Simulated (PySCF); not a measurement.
Molecule: SMILES [CH3][Ge]([CH3])([CH3])[NH]B(O)O. Atoms near the plane z = 0.0 Å, at the GFN2-xTB optimised geometry (x, y, z in Å): Ge1 (0.2, -0.7, 0.0), C2 (-0.5, 1.2, 0.0), C4 (2.2, -0.7, 0.0), H9 (-0.3, 1.7, 0.9), H10 (-1.6, 1.2, -0.1), H11 (-0.1, 1.7, -0.8), H15 (2.6, -0.2, -0.9), H16 (2.6, -1.7, 0.0), H17 (2.6, -0.2, 0.9), H19 (-2.6, -1.1, -0.7).

Level of theory: PBE0/def2-SVP in PySCF 2.14.0. Cells within 0.4 Å of a nucleus heavier than hydrogen are left out (blank, or x). The values are rescaled to run from 0 to 1.

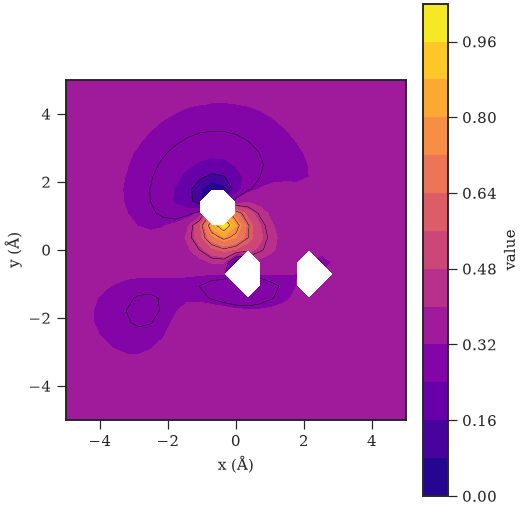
Figure. a field on the plane z = 0.0 Å.

### Question
Which quantity is mapped?
A. deformation density (molecule minus spherical neutral atoms)
B. electrostatic potential
C. Laplacian of the electron density
D. an orbital amplitude

### Answer
D, an orbital amplitude. In full: HOMO amplitude (bohr^(-3/2)).
